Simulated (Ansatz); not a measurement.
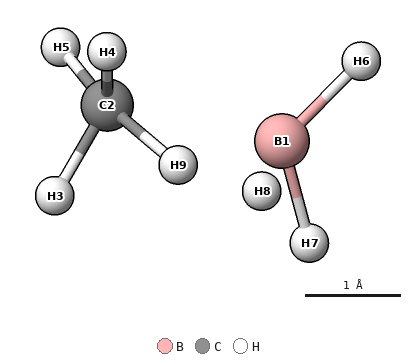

*The starting structure (ball-and-stick view, seen at a tilt; atoms are numbered from 1 in the order of the input).*

**CH7B: geometry relaxation**

CH7B, computed with RKS PBE-D4/def2-mTZVP (Ansatz 0.2.0).

The input holds or restrains some coordinates. Forces given for the steps count only the free coordinates. It belongs to a series of runs on one base structure; here: pulled along the bonds that form and break, towards end A. Figures and captions count atoms from 1; the log counts them from 0 in places.

### The program's output
```
The last accepted step is kept in [file] (removed where the run ends without a failure and the disk answers)
Engine: ansatz 0.2.0, aarch64-unknown-linux-gnu
Functional definition: PBE
  parameter kappa = 0.804
  parameter beta = 0.06672455060314922
  exchange = pbe_x(kappa = kappa, mu = beta*pi^2/3)
  correlation = pbe_c(beta = beta)
666 factors; their error is unknown
mean field evaluation 1: about -1812.9549 eV, gradient 5.6e1 eV
mean field evaluation 2: about -1802.9556 eV, gradient 7.6e1 eV
mean field evaluation 4: about -1820.3213 eV, gradient 6.9e0 eV
mean field evaluation 8: about -1820.4954 eV, gradient 4.1e-2 eV
mean field evaluation 16: about -1820.4557 eV, gradient 6.2e-5 eV
mean field -1820.45565158 eV, -66.9005112464 hartree, gradient 6.2e-5 eV, S^2 0.000000; 0 other end points of the search recorded, 0 dependent functions left out
the calculation of the forces begins
reference -1820.45569261 eV, -66.9005127543 hartree; 9, 9 occupied and 50, 50 virtual orbitals, 666 factors
relax step   1: F+E_penalty+E_count = -1820.55030479 eV  Δ(F+E_penalty+E_count) = +0.000e0 eV  max|allowed force component| = 3.157e0 eV/Å  E_restraint = 29.71140076 eV  max|allowed force component, restraints' pulls added| = 2.910e1 eV/Å  Δτ_max = 0.0000 Å  (26 SCF iters, accepted)
  distance B 0 - H 7 = 1.4900 Å
  distance H 8 - C 1 = 1.3201 Å
  distance B 0 - C 1 = 1.9500 Å
  distance H 8 - H 7 = 0.9216 Å
these checks for a lower state are left out or cut short: starts, cluster_reference, orbital_swaps, neighbouring_geometries, increment
666 factors; their error is unknown
mean field -1821.16558590 eV, -66.9266008514 hartree, gradient 5.5e-6 eV, S^2 0.000000; 0 other end points of the search recorded, 0 dependent functions left out
[... from here on the field's lines of each further geometry are left out, up to the last ...]
relax step   2: F+E_penalty+E_count = -1821.25980983 eV  Δ(F+E_penalty+E_count) = -7.095e-1 eV  max|allowed force component| = 2.637e0 eV/Å  E_restraint = 14.62778776 eV  max|allowed force component, restraints' pulls added| = 2.085e1 eV/Å  Δτ_max = 0.1911 Å  (32 SCF iters, accepted)
relax step   3: F+E_penalty+E_count = -1821.37023396 eV  Δ(F+E_penalty+E_count) = -1.104e-1 eV  max|allowed force component| = 5.161e0 eV/Å  E_restraint = 5.22855819 eV  max|allowed force component, restraints' pulls added| = 1.212e1 eV/Å  Δτ_max = 0.1948 Å  (32 SCF iters, accepted)
relax step   4: F+E_penalty+E_count = -1821.98353674 eV  Δ(F+E_penalty+E_count) = -6.133e-1 eV  max|allowed force component| = 3.933e0 eV/Å  E_restraint = 0.98083250 eV  max|allowed force component, restraints' pulls added| = 5.365e0 eV/Å  Δτ_max = 0.1950 Å  (25 SCF iters, accepted)
relax step   5: F+E_penalty+E_count = -1822.83021900 eV  Δ(F+E_penalty+E_count) = -8.467e-1 eV  max|allowed force component| = 2.165e0 eV/Å  E_restraint = 0.05140820 eV  max|allowed force component, restraints' pulls added| = 1.539e0 eV/Å  Δτ_max = 0.1946 Å  (27 SCF iters, accepted)
relax step   6: F+E_penalty+E_count = -1822.76134406 eV  Δ(F+E_penalty+E_count) = +6.887e-2 eV  max|allowed force component| = 2.352e0 eV/Å  E_restraint = 0.12818019 eV  max|allowed force component, restraints' pulls added| = 3.408e0 eV/Å  Δτ_max = 0.1919 Å  (26 SCF iters, rejected (line search))
relax step   7: F+E_penalty+E_count = -1823.09724938 eV  Δ(F+E_penalty+E_count) = -2.670e-1 eV  max|allowed force component| = 1.318e0 eV/Å  E_restraint = 0.05352298 eV  max|allowed force component, restraints' pulls added| = 8.701e-1 eV/Å  Δτ_max = 0.0936 Å  (27 SCF iters, accepted)
relax step   8: F+E_penalty+E_count = -1823.19045844 eV  Δ(F+E_penalty+E_count) = -9.321e-2 eV  max|allowed force component| = 1.128e0 eV/Å  E_restraint = 0.06236175 eV  max|allowed force component, restraints' pulls added| = 6.207e-1 eV/Å  Δτ_max = 0.0971 Å  (27 SCF iters, accepted)
relax step   9: F+E_penalty+E_count = -1823.22388463 eV  Δ(F+E_penalty+E_count) = -3.343e-2 eV  max|allowed force component| = 1.387e0 eV/Å  E_restraint = 0.04696800 eV  max|allowed force component, restraints' pulls added| = 1.966e-1 eV/Å  Δτ_max = 0.1499 Å  (25 SCF iters, accepted)
the calculation of the forces begins
reference -1823.13420863 eV, -66.9989464024 hartree; 9, 9 occupied and 50, 50 virtual orbitals, 666 factors
relax step  10: F+E_penalty+E_count = -1823.22505091 eV  Δ(F+E_penalty+E_count) = -1.166e-3 eV  max|allowed force component| = 1.364e0 eV/Å  E_restraint = 0.04722303 eV  max|allowed force component, restraints' pulls added| = 1.173e-1 eV/Å  Δτ_max = 0.0213 Å  (28 SCF iters, accepted)
  distance B 0 - H 7 = 2.3888 Å
  distance H 8 - C 1 = 2.3187 Å
  distance B 0 - C 1 = 1.5853 Å
  distance H 8 - H 7 = 0.7134 Å
666 factors; their error is unknown
mean field evaluation 96: about -1823.1338 eV, gradient 3.8e-1 eV
```

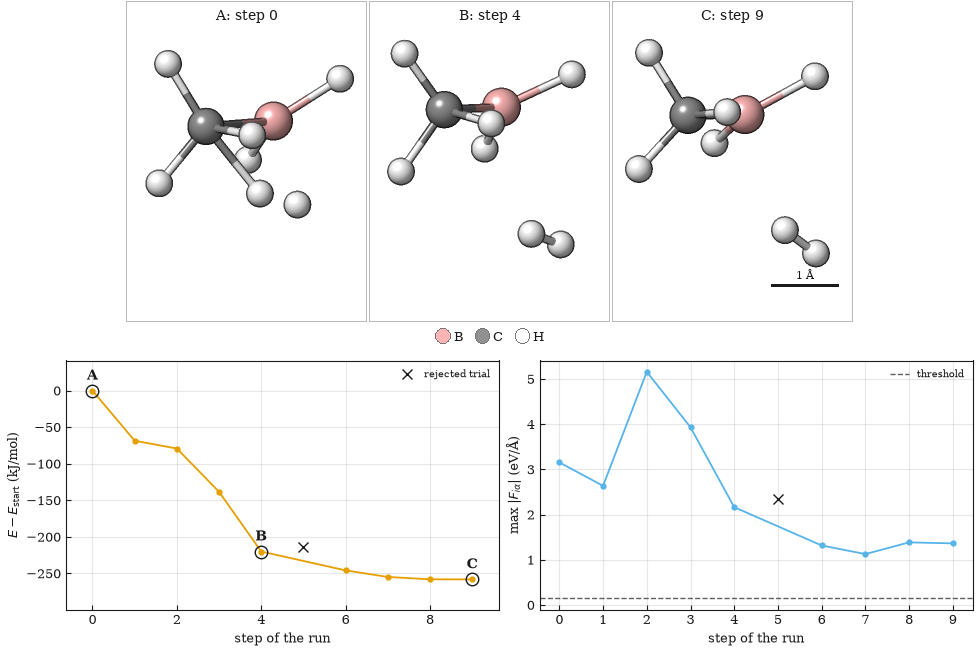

*Frames of the restrained relaxation (ball-and-stick view, seen at a tilt) above the curves, on which the letters mark them (the first geometry is step 0 here and step 1 in the log).*

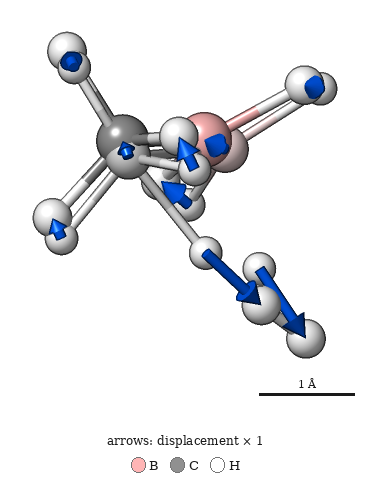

*Start (faint) and end (solid) with the displacements as blue arrows, at true length (ball-and-stick view, seen at a tilt). The two geometries are laid on each other by the best rigid fit.*

The energy falls by 258.1 kJ/mol in 9 geometry steps. The largest force component goes from 3.2 to 1.4 eV/Å. The line search rejected the trial step at point 5 (counted from 0) and went back. The largest move after the best rigid fit is that of H8, 0.89 Å. Largest moves by element: H 0.89 Å, B 0.34 Å, C 0.20 Å. Among the contacts that change: C2–H9 1.320 → 2.319 Å, B1–C2 1.950 → 1.585 Å, H8–H9 0.922 → 0.713 Å, B1–H6 1.190 → 1.203 Å. New bonds form: H8–H9 (0.92 → 0.71 Å). Among the angles that change: B1–C2–H3 109.5° → 115.0°, B1–C2–H5 109.5° → 105.2°, H4–C2–H5 109.4° → 105.4°. (Atoms are counted from 1 in the order of the input.)

```
mean field -1823.13416724 eV, -66.9989448813 hartree, gradient 1.7e-5 eV, S^2 0.000000; 1 other end points of the search recorded, 0 dependent functions left out
the calculation of the forces begins
reference -1823.13420863 eV, -66.9989464024 hartree; 9, 9 occupied and 50, 50 virtual orbitals, 666 factors
Total energy: -1823.22509230 eV, -67.0022863157 hartree
Atom 0 at     0.015185     0.102912     0.307878 Å, force     0.002968     0.070898     0.518179 eV/Å
Atom 1 at     0.025561     0.213859     1.889299 Å, force     0.010941     0.180307    -0.437464 eV/Å
Atom 2 at    -0.919855    -0.055553     2.379954 Å, force    -0.008141    -0.004269     0.019928 eV/Å
Atom 3 at     0.861508    -0.301409     2.379872 Å, force     0.032273    -0.026355     0.045215 eV/Å
Atom 4 at     0.177615     1.291360     2.104826 Å, force    -0.000524     0.046106     0.003090 eV/Å
Atom 5 at     1.047522     0.008353    -0.303068 Å, force    -0.005389    -0.040235     0.000662 eV/Å
Atom 6 at    -1.003907     0.265298    -0.310024 Å, force    -0.010390    -0.026975    -0.004103 eV/Å
Atom 7 at    -0.314414    -2.262762     0.269412 Å, force    -0.168218    -0.988939    -1.364489 eV/Å
Atom 8 at    -0.239514    -1.834058     0.834751 Å, force     0.146478     0.789461     1.218982 eV/Å
Dipole moment:    -0.007555    -0.058430     0.126513 e Å
```

### Trajectory as extended XYZ (Å, eV, eV/Å), 10 frames, from step=1 to step=10
```
9
Properties=species:S:1:pos:R:3:forces:R:3 step=1 energy=-1820.55030
B     0.0000    0.0000    0.0000   -0.3910  -1.9147   3.1565
C     0.0000    0.0000    1.9500    0.0886   2.7591  -0.4804
H    -0.9996   -0.3092    2.3205    0.0940   0.5204   0.2329
H     0.7676   -0.7111    2.3205    0.2901   0.6406   0.4683
H     0.2320    1.0203    2.3205   -0.0539  -0.4025   0.2781
H     1.0305    0.0000   -0.5950    0.4173  -0.0295   0.4230
H    -1.0305    0.0000   -0.5950   -0.4344   0.4721   0.3899
H    -0.1908   -1.4011    0.4698   -0.0534  -1.5064  -1.4112
H    -0.1595   -1.1709    1.3616    0.0426  -0.5391  -3.0570
9
Properties=species:S:1:pos:R:3:forces:R:3 step=2 energy=-1821.25981
B     0.0119    0.1283    0.0532   -0.4402  -1.6123   2.6371
C     0.0130    0.1110    1.9371   -0.3339  -1.4632  -1.6510
H    -0.9880   -0.2927    2.3176    0.8044   1.0279  -0.3665
H     0.7607   -0.6866    2.3173   -0.4107   1.6096  -0.3389
H     0.2376    1.0463    2.3346    0.3624   1.8422   1.1572
H     1.0317    0.0019   -0.5867    0.0425   0.2093   0.4682
H    -1.0269    0.0070   -0.5845    0.2099   0.5543   0.5681
H    -0.2118   -1.5664    0.5197   -0.1736  -1.3223  -1.3344
H    -0.1784   -1.3208    1.2446   -0.0608  -0.8456  -1.1398
9
Properties=species:S:1:pos:R:3:forces:R:3 step=3 energy=-1821.37023
B     0.0242    0.2531    0.1204   -0.4413  -2.2961   1.3105
C     0.0256    0.2155    1.9115   -1.0430  -5.1607  -2.3148
H    -0.9705   -0.2748    2.3062    1.2076   1.6132  -0.6990
H     0.7487   -0.6571    2.3045   -0.6219   2.3166  -0.8118
H     0.2456    1.0887    2.3554    0.7261   3.3512   1.9278
H     1.0268    0.0070   -0.5782   -0.3230   0.7154   0.8077
H    -1.0163    0.0151   -0.5734    0.7122   0.9574   0.9690
H    -0.2325   -1.7193    0.5342   -0.2719  -1.8317  -3.6572
H    -0.2019   -1.5002    1.1723    0.0552   0.3347   2.4677
9
Properties=species:S:1:pos:R:3:forces:R:3 step=4 energy=-1821.98354
B     0.0305    0.3166    0.1855   -0.3259  -2.4288   0.1838
C     0.0280    0.2779    1.8655   -0.6617  -3.9328  -0.7637
H    -0.9433   -0.2299    2.2829    0.9316   1.6232  -0.7703
H     0.7357   -0.5949    2.2757   -0.4410   2.1523  -0.9840
H     0.2586    1.1553    2.3880    0.3079   1.5915   0.9297
H     1.0111    0.0379   -0.5478   -0.2680   0.8899   0.9356
H    -0.9874    0.0511   -0.5378    0.5983   1.0231   1.0537
H    -0.2557   -1.8944    0.4950   -0.1868  -1.2796  -2.9529
H    -0.2278   -1.6916    1.1459    0.0457   0.3612   2.3681
9
Properties=species:S:1:pos:R:3:forces:R:3 step=5 energy=-1822.83022
B     0.0266    0.2519    0.2171    0.2339  -0.3824   1.2635
C     0.0227    0.2907    1.8207   -0.2372  -2.1651   0.3179
H    -0.9491   -0.1298    2.2399    0.6218   0.8324  -0.4176
H     0.7677   -0.4952    2.2160   -0.4207   1.1595  -0.5288
H     0.2610    1.1925    2.3724    0.0883   0.6216  -0.0371
H     0.9844    0.1248   -0.4536    0.8838   0.2124  -0.0354
H    -0.9327    0.1464   -0.4338   -1.0926   0.2401  -0.2444
H    -0.2807   -2.0819    0.4493   -0.1053  -0.7338  -1.7001
H    -0.2502   -1.8715    1.1248    0.0280   0.2154   1.3819
9
Properties=species:S:1:pos:R:3:forces:R:3 step=6 energy=-1822.76134 accepted=F
B     0.0382    0.1905    0.2873   -0.4111   0.3814  -2.3515
C     0.0227    0.2605    1.8492    0.0282  -0.2658   0.4824
H    -0.9621   -0.0514    2.2586    0.3409   0.0920  -0.0028
H     0.8115   -0.4268    2.2344   -0.2771   0.2469   0.0580
H     0.2614    1.2307    2.3402   -0.0400  -0.0856  -0.5216
H     1.1506    0.1694   -0.4365   -1.6062  -0.0300   1.1944
H    -1.1152    0.2006   -0.4580    1.9958  -0.0167   1.3612
H    -0.2967   -2.1993    0.3981   -0.0524  -0.4358  -0.9184
H    -0.2608   -1.9463    1.0795    0.0218   0.1136   0.6984
9
Properties=species:S:1:pos:R:3:forces:R:3 step=7 energy=-1823.09725
B     0.0278    0.2024    0.2530   -0.1547   0.0309  -0.0449
C     0.0213    0.2615    1.8368   -0.0336  -0.6872   0.2521
H    -0.9568   -0.0736    2.2587    0.3831   0.2825  -0.1233
H     0.7981   -0.4442    2.2352   -0.2941   0.4750  -0.1275
H     0.2596    1.2255    2.3192   -0.0056   0.1078  -0.3177
H     1.0411    0.1471   -0.4103   -0.0017   0.0509   0.2959
H    -0.9937    0.1779   -0.4106    0.1480   0.1139   0.3161
H    -0.2906   -2.1610    0.4004   -0.0758  -0.6232  -1.3177
H    -0.2570   -1.9076    1.0706    0.0344   0.2494   1.0669
9
Properties=species:S:1:pos:R:3:forces:R:3 step=8 energy=-1823.19046
B     0.0190    0.1529    0.2738   -0.0216   0.2098   0.3367
C     0.0195    0.2410    1.8568    0.0667   0.1076  -0.1301
H    -0.9469   -0.0378    2.3045    0.0491   0.0401   0.0514
H     0.8100   -0.3978    2.2871   -0.0310   0.0825   0.0699
H     0.2555    1.2607    2.2367   -0.0523  -0.1323  -0.2980
H     1.0491    0.1295   -0.3538    0.0011  -0.0649   0.1034
H    -1.0037    0.1831   -0.3627   -0.0001   0.0269   0.0696
H    -0.2952   -2.2169    0.3347   -0.0585  -0.6296  -1.1276
H    -0.2576   -1.8867    0.9758    0.0467   0.3598   0.9247
9
Properties=species:S:1:pos:R:3:forces:R:3 step=9 energy=-1823.22389
B     0.0173    0.1118    0.3041   -0.0238   0.0135   0.5409
C     0.0249    0.2130    1.8869    0.0195   0.2187  -0.4913
H    -0.9213   -0.0580    2.3738   -0.0211  -0.0123   0.0281
H     0.8600   -0.3067    2.3721    0.0504  -0.0409   0.0667
H     0.1795    1.2880    2.1104    0.0008   0.0601   0.0120
H     1.0499    0.0165   -0.3067   -0.0072  -0.0253   0.0046
H    -1.0041    0.2636   -0.3134    0.0019  -0.0080  -0.0050
H    -0.3148   -2.2549    0.2730   -0.1633  -0.9512  -1.3865
H    -0.2417   -1.8454    0.8526    0.1428   0.7453   1.2306
9
Properties=species:S:1:pos:R:3:forces:R:3 step=10 energy=-1823.22505
B     0.0152    0.1029    0.3079    0.0030   0.0709   0.5182
C     0.0256    0.2139    1.8893    0.0109   0.1803  -0.4375
H    -0.9199   -0.0556    2.3800   -0.0081  -0.0043   0.0199
H     0.8615   -0.3014    2.3799    0.0323  -0.0264   0.0452
H     0.1776    1.2914    2.1048   -0.0005   0.0461   0.0031
H     1.0475    0.0084   -0.3031   -0.0054  -0.0402   0.0007
H    -1.0039    0.2653   -0.3100   -0.0104  -0.0270  -0.0041
H    -0.3144   -2.2628    0.2694   -0.1682  -0.9889  -1.3645
H    -0.2395   -1.8341    0.8348    0.1465   0.7895   1.2190
```

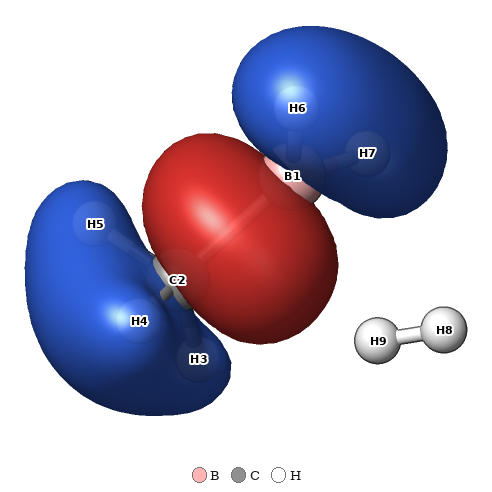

*The HOMO−1 at ±0.1 Å⁻³ᐟ² (red and blue are the two phases), seen at a tilt.*

It lies mainly on C2 (40 %) and B1 (30 %). Its energy is −7.94 eV.

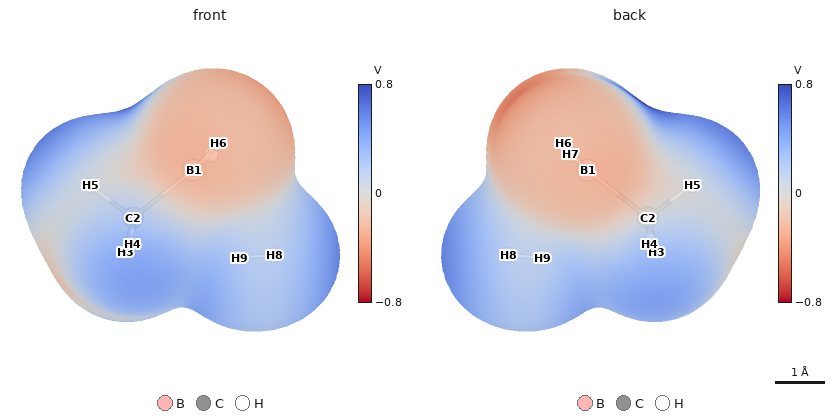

*The electrostatic potential painted on the density surface at 0.001 e/bohr³, seen face on and from behind; the colour scale runs from red (negative) to blue (positive).*

A positive charge is drawn to the negative regions and a negative charge to the positive ones.

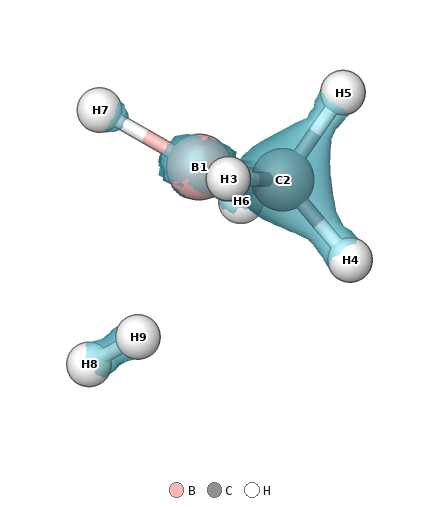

*Isosurface of the electron density at 1.5 e/Å³ (cyan), seen at an oblique angle.*

At this value the surface falls into five separate pieces. It is pinched off along the B···H (2.02 Å) and C–B (1.59 Å) contacts. On the grid the lowest density along these lines, outside the cores, is 0.15 e/Å³ (B···H, 2.02 Å), 1.2 e/Å³ (C–B, 1.59 Å), 1.8 e/Å³ (H–H, 0.71 Å) and 1.8 e/Å³ (C–H, 1.10 Å).

This output came from the following input.

### The input
```yaml
crystal:
  periodic: [false, false, false]
  atoms:
    - { symbol: B, position_ang: [0.0, 0.0, 0.0] }
    - { symbol: C, position_ang: [0.0, 0.0, 1.95] }
    - { symbol: H, position_ang: [-0.9996, -0.3092, 2.3205] }
    - { symbol: H, position_ang: [0.7676, -0.7111, 2.3205] }
    - { symbol: H, position_ang: [0.232, 1.0203, 2.3205] }
    - { symbol: H, position_ang: [1.0305, 0.0, -0.595] }
    - { symbol: H, position_ang: [-1.0305, 0.0, -0.595] }
    - { symbol: H, position_ang: [-0.1908, -1.4011, 0.4698] }
    - { symbol: H, position_ang: [-0.1595, -1.1709, 1.3616] }
basis:
  gaussian: { orbitals: def2-mTZVP }
hamiltonian:
  xc: pbe
  dispersion: d4
relax:
  f_tol: 0.15
  max_steps: 25
  restrain:
    - { distance: [0, 7], at: 2.39, k: 30.0 }
    - { distance: [8, 1], at: 2.31, k: 30.0 }
    - { distance: [0, 1], at: 1.6, k: 30.0 }
    - { distance: [8, 7], at: 0.66, k: 30.0 }
output:
  orbitals: {}
```

Launch command:
```bash
ansatz run input.yaml --threads 1 --pin off --max-ram 2048MiB --backend cpu --events-out ev --progress --plain --runs-dir out
```

### Summary

```json
{"quantity": "outcome", "value": "converged under the restraints of the input"}
{"quantity": "total energy", "value": "−1823.2251 eV"}
{"quantity": "mean-field energy", "value": "−1823.1342 eV"}
{"quantity": "largest force (length of the vector) at the end, held atoms and coordinates included", "value": "1.694 eV/Å"}
{"quantity": "hardware", "value": "1 thread of Arm Neoverse V1, 24 GiB of memory available, shared host"}
{"quantity": "wall time", "value": "15 s"}
{"quantity": "peak memory", "value": "0.11 GiB"}
```
